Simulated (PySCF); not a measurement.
# C7H7NSi: the cost of one run

Programs: PySCF 2.14.0, with routines of our own; each step states its level. All values are computed. Atoms count from 0.

## Step 1: The system as given

16 atoms, charge 0, multiplicity 1; geometry from: GFN2-xTB.

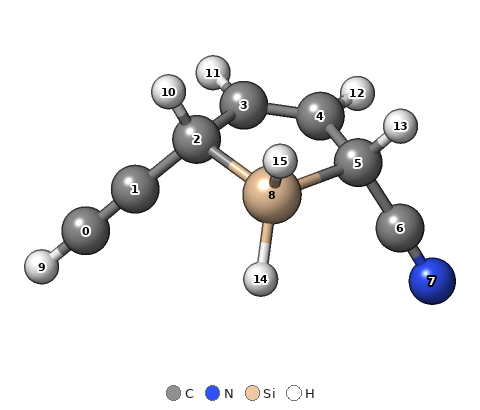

The starting geometry (carbon grey, nitrogen blue, silicon light orange, hydrogen white).

## Step 2: Magnetic properties: GIAO HF/pcSseg-1

The job: settings as JSON, then the geometry in Å.

```
{"job": {"kind": "mag", "xc": "HF", "basis": "pcSseg-1", "isotopologues": 0}, "charge": 0, "multiplicity": 1}
C      2.817029    -0.376136    -1.315811
C      2.079287    -0.136553    -0.404033
C      1.157251     0.116438     0.680635
C      0.359491    -1.124520     0.993009
C     -0.959385    -1.070742     0.964187
C     -1.629114     0.236453     0.619942
C     -2.488914     0.078426    -0.512719
N     -3.157668    -0.044655    -1.433615
Si    -0.168204     1.446360     0.260520
H      3.477812    -0.575798    -2.105294
H      1.749900     0.394633     1.560582
H      0.901256    -2.028665     1.228509
H     -1.588066    -1.923487     1.174891
H     -2.251615     0.573311     1.456104
H     -0.132632     1.887976    -1.128642
H     -0.174026     2.555905     1.217806
```

Level: GIAO HF/pcSseg-1 magnetisability, rotational g tensor and spin-rotation constants, non-relativistic, gas phase.

Run with:

```console
> OMP_NUM_THREADS=1 python excited_run.py task.json out
```

One launch serves the whole session: the jobs run in the order shown.

**Question.** How long does this job take on 1 thread of Arm Neoverse N1, shared host, and how much memory does it need?

About 31 s, with a peak of 0.94 GiB.
